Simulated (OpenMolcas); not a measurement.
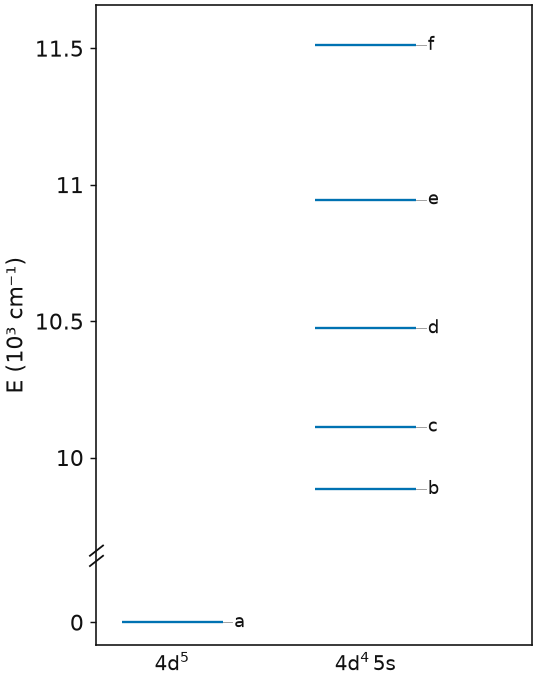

The lowest computed levels of Mo⁺, 6 of them lettered. a: 4d⁵ ⁶S₅/₂ at 0; b: 4d⁴ 5s ⁶D₁/₂ at 9,880 cm⁻¹; c: 4d⁴ 5s ⁶D₃/₂ at 10,100 cm⁻¹; d: 4d⁴ 5s ⁶D₅/₂ at 10,500 cm⁻¹; e: 4d⁴ 5s ⁶D₇/₂ at 10,900 cm⁻¹; f: 4d⁴ 5s ⁶D₉/₂ at 11,500 cm⁻¹.

Mo⁺: multiconfigurational calculation (part 1 of 2)

System: Mo⁺.
Method: state-averaged CASSCF, active space 5 electrons in the shells 4d 5s, basis ANO-R1, X2C scalar Hamiltonian, spin-orbit coupling by RASSI with atomic mean-field integrals (OpenMolcas).

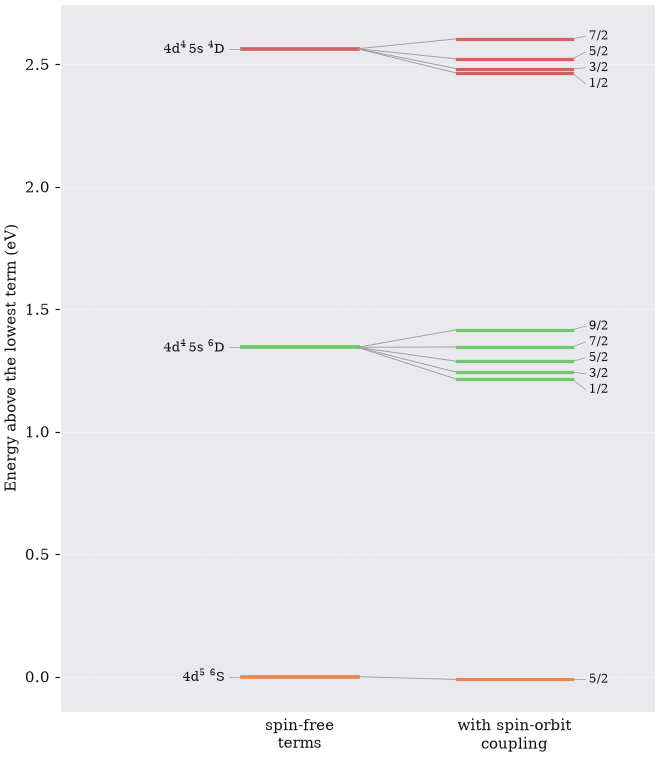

Terms of Mo II (Mo⁺) without and with spin-orbit coupling; numbers at the right are J. 4d⁵ ⁶S (at 0) gives the one level J = 5/2; 4d⁴ 5s ⁶D (at 1.34 eV) splits over 0.202 eV into J = 1/2, 3/2, 5/2, 7/2, 9/2 from the bottom up (normal); 4d⁴ 5s ⁴D (at 2.56 eV) splits over 0.140 eV into J = 1/2, 3/2, 5/2, 7/2 from the bottom up (normal). The ground level lies 0.0110 eV below the lowest term.

Input and output of the run follow.

**Input file**
```
&GATEWAY
Coord
1

Mo 0.0 0.0 0.0
Basis=ANO-R1
Group=XYZ
NoMove
AngMom=0.0 0.0 0.0
AMFI
&SEWARD
&RASSCF
FileOrb=start.orb
Symmetry=1
Spin=6
nActEl=5 0 0
Inactive=9 9
Ras2=6 0
CIRoot=6 6 1
SDav=6
CIMx=300
Iter=120 100
PrWF=0.3
OrbListing=Nothing
MaxOrb=0
Atom
>>> COPY $Project.JobIph JOB001
&RASSCF
FileOrb=start.orb
Symmetry=1
Spin=4
nActEl=5 0 0
Inactive=9 9
Ras2=6 0
CIRoot=84 84 1
SDav=84
CIMx=300
Iter=120 100
PrWF=0.3
OrbListing=Nothing
MaxOrb=0
Atom
CIOnly
>>> COPY $Project.JobIph JOB002
&RASSCF
FileOrb=start.orb
Symmetry=1
Spin=2
nActEl=5 0 0
Inactive=9 9
Ras2=6 0
CIRoot=210 210 1
SDav=210
CIMx=300
Iter=120 100
PrWF=0.3
OrbListing=Nothing
MaxOrb=0
Atom
CIOnly
>>> COPY $Project.JobIph JOB003
&RASSI
NrOfJobIphs=3 6 64 110
1 2 3 4 5 6
1 2 3 4 5 6 7 8 9 10 11 12 13 14 15 16 17 18 19 20 21 22 23 24 25 26 27
28 29 30 31 32 33 34 35 36 37 38 39 40 41 42 43 44 45 46 47 48 49 50 51
52 53 54 55 56 57 58 59 60 61 62 63 64
1 2 3 4 5 6 7 8 9 10 11 12 13 14 15 16 17 18 19 20 21 22 23 24 25 26 27
28 29 30 31 32 33 34 35 36 37 38 39 40 41 42 43 44 45 46 47 48 49 50 51
52 53 54 55 56 57 58 59 60 61 62 63 64 65 66 67 68 69 70 71 72 73 74 75
76 77 78 79 80 81 82 83 84 85 86 87 88 89 90 91 92 93 94 95 96 97 98 99
100 101 102 103 104 105 106 107 108 109 110
IphNames
JOB001
JOB002
JOB003
EJob
SpinOrbit
DIPRint=1.0
SOCoupling=1000.0
Subsets=2
Property=9
'ANGMOM' 1 'ANGMOM' 2 'ANGMOM' 3 'MLTPL  1' 1 'MLTPL  1' 2 'MLTPL  1' 3
'AMFI' 1 'AMFI' 2 'AMFI' 3
SOProperty=3
'ANGMOM' 1 'ANGMOM' 2 'ANGMOM' 3
```

The file start.orb holds starting orbitals from an earlier step. A driver script formed the levels outside the program, from RASSI's spin-orbit matrix and the active-space energies, averaged over the components of each term or state.

Command:
```bash
OMP_NUM_THREADS=1 MOLCAS_MEM=1689 MOLCAS_PROJECT=a pymolcas a.inp > a.log  # once for each step of the input, in one work folder
```

**Output (extracts)**
```
--- SEWARD ---
Basis set label: MO.ANO-R...6S4P3D1F.

      Electronic valence basis set:
      ------------------
      Associated Effective Charge  42.000000 au
      Associated Actual Charge     42.000000 au
      Nuclear Model: Finite nucleus - Gaussian distribution
        Gaussian exponent, Xi/bohr**(-2):  2.14585E+08

      Shell  nPrim  nBasis  Cartesian Spherical Contaminant
         s      23       6        X
         p      16       4        X
         d      12       3                 X
         f       6       1                 X
                  Relativistic X2C integrals
                  Atomic mean-field integrals
--- RASSCF ---
Wave function specifications:
      -----------------------------

      Number of closed shell electrons          36
      Number of electrons in active shells       5
      Max number of holes in RAS1 space          0
      Max nr of electrons in RAS3 space          0
      Number of inactive orbitals               18
      Number of active orbitals                  6
      Number of secondary orbitals              16
      Spin quantum number                      2.5
      State symmetry                             1
Orbital specifications:
      -----------------------

      Symmetry species                           1   2
                                                ag  au
      Frozen orbitals                            0   0
      Inactive orbitals                          9   9
      Active orbitals                            6   0
      RAS1 orbitals                              0   0
      RAS2 orbitals                              6   0
      RAS3 orbitals                              0   0
      Secondary orbitals                         6  10
      Deleted orbitals                           0   0
      Number of basis functions                 21  19
      Number of CSFs                             6
      Number of root(s) required                 6
      Iter CI   SX   CI       RASSCF       Energy    max ROT     max BLB   max BLB  Level Ln srch  Step   QN
          iter iter root      energy       change     param      element    value   shift minimum  type update
 Nr of preliminary CI iterations:   1
      Total energies have been shifted. Add                -4000.00 au
        1   1    2    0   -45.94884266    0.00E+00   8.34E-09    2  15 1 -1.14E-07   0.24   0.00    SX    NO
        2   1    1    0   -45.94884266   -4.09E-12   0.00E+00    9  15 1 -5.32E-09   0.24   0.00    SX    NO
        3   1    1    0   -45.94884266   -2.73E-12   0.00E+00    9  15 1 -5.32E-09   0.24   0.00    SX    NO
        4   1    1    0   -45.94884266    9.09E-13   0.00E+00    9  15 1 -5.32E-09   0.24   0.00    SX    NO
      Convergence after  4 iterations
        5   1    1    0   -45.94884266    5.46E-12   0.00E+00    9  15 1 -5.32E-09   0.24   0.00    SX    NO
      Natural orbitals and occupation numbers for root  1
      sym 1:   1.000000   1.000000   1.000000   1.000000   1.000000   0.000000
      Natural orbitals and occupation numbers for root  2
      sym 1:   1.000000   0.000000   1.000000   1.000000   1.000000   1.000000
      Natural orbitals and occupation numbers for root  3
      sym 1:   1.000000   1.000000   1.000000   0.000000   1.000000   1.000000
::    RASSCF root number  1 Total energy:  -4045.99002321
::    RASSCF root number  2 Total energy:  -4045.94060655
::    RASSCF root number  3 Total energy:  -4045.94060655
::    RASSCF root number  4 Total energy:  -4045.94060655
::    RASSCF root number  5 Total energy:  -4045.94060655
::    RASSCF root number  6 Total energy:  -4045.94060655
--- RASSCF ---
Wave function specifications:
      -----------------------------

      Number of closed shell electrons          36
      Number of electrons in active shells       5
      Max number of holes in RAS1 space          0
      Max nr of electrons in RAS3 space          0
      Number of inactive orbitals               18
      Number of active orbitals                  6
      Number of secondary orbitals              16
      Spin quantum number                      1.5
      State symmetry                             1
Orbital specifications:
      -----------------------

      Symmetry species                           1   2
                                                ag  au
      Frozen orbitals                            0   0
      Inactive orbitals                          9   9
      Active orbitals                            6   0
      RAS1 orbitals                              0   0
      RAS2 orbitals                              6   0
      RAS3 orbitals                              0   0
      Secondary orbitals                         6  10
      Deleted orbitals                           0   0
      Number of basis functions                 21  19
      Number of CSFs                            84
      Number of root(s) required                84
      Iter CI   SX   CI       RASSCF       Energy    max ROT     max BLB   max BLB  Level Ln srch  Step   QN
          iter iter root      energy       change     param      element    value   shift minimum  type update
 Nr of preliminary CI iterations:   1
        1   1    0    0 -4045.82854360    0.00E+00   0.00E+00    9  15 1 -1.52E-02*  0.00   0.00    SX    NO
      Natural orbitals and occupation numbers for root  1
      sym 1:   1.159577   0.264756   0.997882   1.001376   0.996074   0.580335
      Natural orbitals and occupation numbers for root  2
      sym 1:   0.253685   1.001334   0.997998   1.153139   0.996000   0.597844
      Natural orbitals and occupation numbers for root  3
      sym 1:   0.260885   1.157419   0.996048   1.001362   0.997922   0.586364
::    RASSCF root number  1 Total energy:  -4045.89581967
::    RASSCF root number  2 Total energy:  -4045.89581967
::    RASSCF root number  3 Total energy:  -4045.89581967
::    RASSCF root number  4 Total energy:  -4045.89581967
::    RASSCF root number  5 Total energy:  -4045.89581967
::    RASSCF root number  6 Total energy:  -4045.89452618
::    RASSCF root number  7 Total energy:  -4045.89452618
::    RASSCF root number  8 Total energy:  -4045.89452618
::    RASSCF root number  9 Total energy:  -4045.89452618
::    RASSCF root number 10 Total energy:  -4045.89452618
::    RASSCF root number 11 Total energy:  -4045.89452618
::    RASSCF root number 12 Total energy:  -4045.89452618
::    RASSCF root number 13 Total energy:  -4045.89452618
::    RASSCF root number 14 Total energy:  -4045.89452618
::    RASSCF root number 15 Total energy:  -4045.88739195
::    RASSCF root number 16 Total energy:  -4045.88739195
::    RASSCF root number 17 Total energy:  -4045.88739195
::    RASSCF root number 18 Total energy:  -4045.86283452
::    RASSCF root number 19 Total energy:  -4045.86283452
::    RASSCF root number 20 Total energy:  -4045.86283452
::    RASSCF root number 21 Total energy:  -4045.86283452
::    RASSCF root number 22 Total energy:  -4045.86283452
::    RASSCF root number 23 Total energy:  -4045.86283452
::    RASSCF root number 24 Total energy:  -4045.86283452
::    RASSCF root number 25 Total energy:  -4045.86283452
::    RASSCF root number 26 Total energy:  -4045.86283452
::    RASSCF root number 27 Total energy:  -4045.86283452
::    RASSCF root number 28 Total energy:  -4045.86283452
::    RASSCF root number 29 Total energy:  -4045.85960836
::    RASSCF root number 30 Total energy:  -4045.85960836
--- RASSCF ---
Wave function specifications:
      -----------------------------

      Number of closed shell electrons          36
      Number of electrons in active shells       5
      Max number of holes in RAS1 space          0
      Max nr of electrons in RAS3 space          0
      Number of inactive orbitals               18
      Number of active orbitals                  6
      Number of secondary orbitals              16
      Spin quantum number                      0.5
      State symmetry                             1
Orbital specifications:
      -----------------------

      Symmetry species                           1   2
                                                ag  au
      Frozen orbitals                            0   0
      Inactive orbitals                          9   9
      Active orbitals                            6   0
      RAS1 orbitals                              0   0
      RAS2 orbitals                              6   0
      RAS3 orbitals                              0   0
      Secondary orbitals                         6  10
      Deleted orbitals                           0   0
      Number of basis functions                 21  19
      Number of CSFs                           210
      Number of root(s) required               210
      Iter CI   SX   CI       RASSCF       Energy    max ROT     max BLB   max BLB  Level Ln srch  Step   QN
          iter iter root      energy       change     param      element    value   shift minimum  type update
 Nr of preliminary CI iterations:   1
        1   1    0    0 -4045.75636416    0.00E+00   0.00E+00    9  15 1 -2.42E-02*  0.00   0.00    SX    NO
      Natural orbitals and occupation numbers for root  1
      sym 1:   1.001258   0.997454   0.993839   1.000762   0.987853   0.018835
      Natural orbitals and occupation numbers for root  2
      sym 1:   0.999385   1.000773   1.002961   0.985525   0.994119   0.017237
      Natural orbitals and occupation numbers for root  3
      sym 1:   0.992533   1.004633   0.996655   0.999414   0.986960   0.019805
::    RASSCF root number  1 Total energy:  -4045.84829414
::    RASSCF root number  2 Total energy:  -4045.84829414
::    RASSCF root number  3 Total energy:  -4045.84829414
::    RASSCF root number  4 Total energy:  -4045.84829414
::    RASSCF root number  5 Total energy:  -4045.84829414
::    RASSCF root number  6 Total energy:  -4045.84829414
::    RASSCF root number  7 Total energy:  -4045.84829414
::    RASSCF root number  8 Total energy:  -4045.84829414
::    RASSCF root number  9 Total energy:  -4045.84829414
::    RASSCF root number 10 Total energy:  -4045.84829414
::    RASSCF root number 11 Total energy:  -4045.84829414
::    RASSCF root number 12 Total energy:  -4045.84829414
::    RASSCF root number 13 Total energy:  -4045.84829414
::    RASSCF root number 14 Total energy:  -4045.84520374
::    RASSCF root number 15 Total energy:  -4045.84520374
::    RASSCF root number 16 Total energy:  -4045.84520374
::    RASSCF root number 17 Total energy:  -4045.84520374
::    RASSCF root number 18 Total energy:  -4045.84520374
::    RASSCF root number 19 Total energy:  -4045.84110500
::    RASSCF root number 20 Total energy:  -4045.84110500
::    RASSCF root number 21 Total energy:  -4045.84110500
::    RASSCF root number 22 Total energy:  -4045.84110500
::    RASSCF root number 23 Total energy:  -4045.84110500
::    RASSCF root number 24 Total energy:  -4045.84110500
::    RASSCF root number 25 Total energy:  -4045.84110500
::    RASSCF root number 26 Total energy:  -4045.83478986
::    RASSCF root number 27 Total energy:  -4045.83478986
::    RASSCF root number 28 Total energy:  -4045.83478986
::    RASSCF root number 29 Total energy:  -4045.83478986
::    RASSCF root number 30 Total energy:  -4045.83478986
```

(Continued in part 2.) Outcome of the run: converged.
